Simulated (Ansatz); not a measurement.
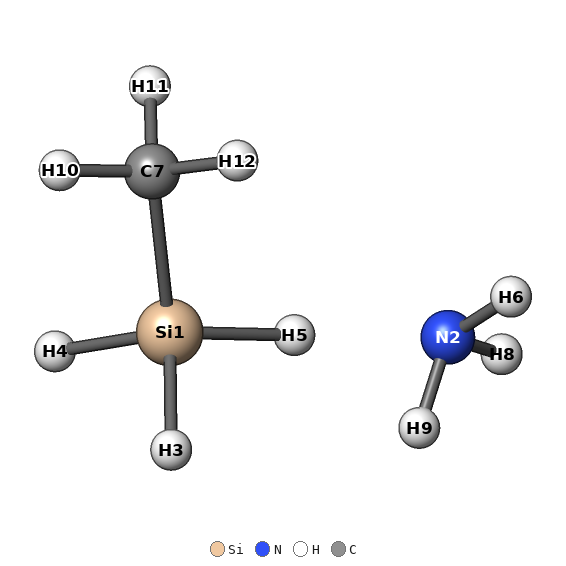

Harmonic vibrations computed with RKS PBE0-D4/def2-TZVP (Ansatz 0.2.0) at a stationary point of the same level.

> Minimum or transition state?

A minimum: no imaginary frequency, and the lowest mode lies at 28 cm⁻¹.

> List the wavenumbers.

30 modes: 28, 69, 103, 104, 135, 171, 229, 516, 523, 711, 880, 882, 936, 953, 961, 1046, 1265, 1447, 1463, 1665, 1669, 2199, 2214, 2215, 3054, 3138, 3154, 3501, 3630, 3630 cm⁻¹.
